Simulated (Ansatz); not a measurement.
The starting structures come from a database of crystals and need not be the phases stable at ambient conditions.

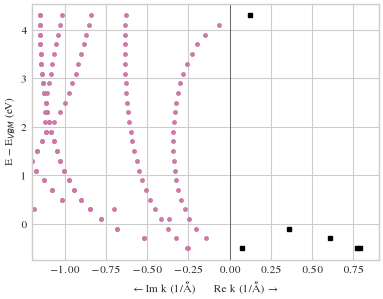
Figure: Complex bands at the centre of the two-dimensional zone; r2SCAN run with Ansatz (a program for electronic structure)

The gap is the functional's own. No spin-orbit coupling. Mid-gap values are those at the computed energy nearest the middle.

**Question.** This is MgO (P6_3mc, wurtzite, 4 atoms a cell, 11.8 Å³ an atom) along the normal of (100). Read off the slowest decay at the centre of the two-dimensional zone at 2.10 eV, the computed energy nearest the middle of the gap.

**Answer.** κ ≈ 0.34 1/Å, a decay length 1/(2κ) of the density of 1.5 Å.
